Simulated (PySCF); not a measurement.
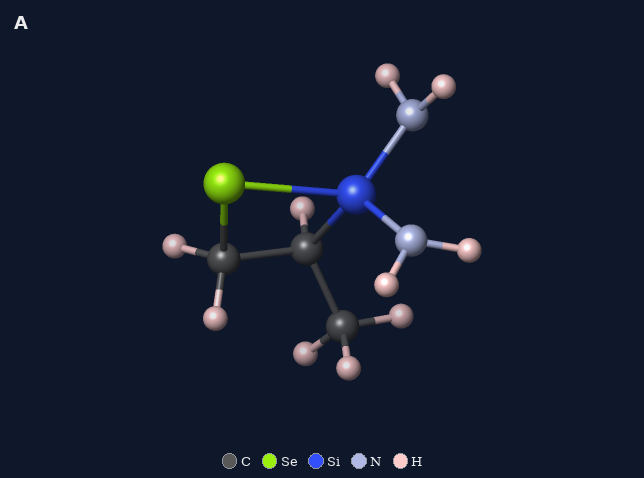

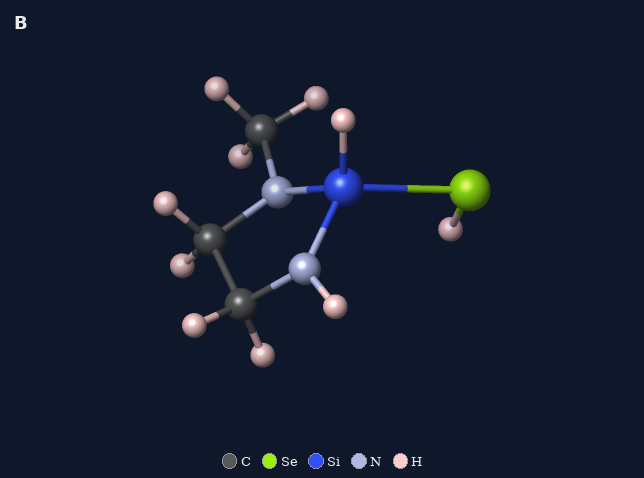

2 stationary structures of one formula. Geometries: GFN2-xTB. Electronic energies: PBE0/def2-SVPD (PySCF 2.14.0), without zero-point energy. No frequency run is at hand to confirm each as a minimum.

> Are they conformers, stereoisomers or constitutional isomers?

They are constitutional isomers of C3H10N2SeSi: A `C[C@H]1C[Se][Si]1(N)N`, B `CN1CCN[Si@H]1[SeH]`.

> Which structure is the most stable?

A is lowest; B lies 90.0 kJ/mol above it.

The geometry is semi-empirical. Around Se, Si such bond lengths and angles can be off by a tenth of an ångström or more and by several degrees, and values that hang on the shape move with them.
